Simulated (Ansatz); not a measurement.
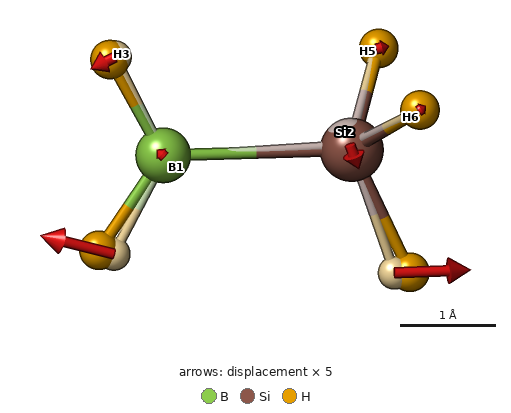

A relaxation of BSiH₅ (coarse preliminary run). The starting structure is drawn faded, the final one solid; red arrows show the displacements, 5 times their true length. The two geometries are superimposed by the best rigid fit.

A ball-and-stick model, seen at a tilt.

The start comes from a force field.

Theory: RKS PBE-D4/def2-SVP (Ansatz). Settings: force threshold 0.03 eV/Å; at most 200 steps.

Question: Describe the change and its energy.

Answer: An H atom moves most after the best rigid fit: 0.17 Å. Largest moves by element: H 0.17 Å, Si 0.06 Å, B 0.02 Å. Among the contacts that change: B–H 1.172 → 1.217 Å, B–Si 1.981 → 2.018 Å, H–Si 1.478 → 1.512 Å, B–H 1.234 → 1.217 Å. Among the angles between lasting bonds that change: H–B–H 126.9° → 117.7°, B–Si–H 107.7° → 115.6°, Si–B–H 118.5° → 123.2°. Over 3 geometry steps the energy falls by 0.134 eV. The largest force component goes from 1.5 to 0.022 eV/Å. The run took about 3 core-seconds on a shared host.
